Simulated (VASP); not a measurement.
Band structure of Pt (fcc). Method: SCAN meta-GGA, VASP's PBE PAW potentials (set 64) (plane waves; VASP 6.6.1).

Unless said otherwise, spin-orbit coupling is left out, though it shifts the bands of the heavy elements here.

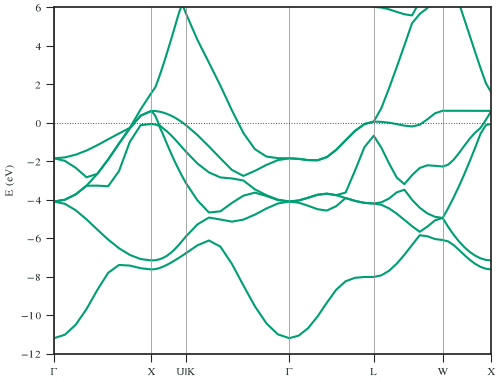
Bands along high-symmetry lines, zero at the valence-band maximum or, without a gap, the Fermi level

Question: Read the plot: is there a gap, and where are the band edges?

Answer: It has no gap at this level: it comes out as a metal or semimetal.

The compound is Pt in the fcc structure. It was relaxed first.
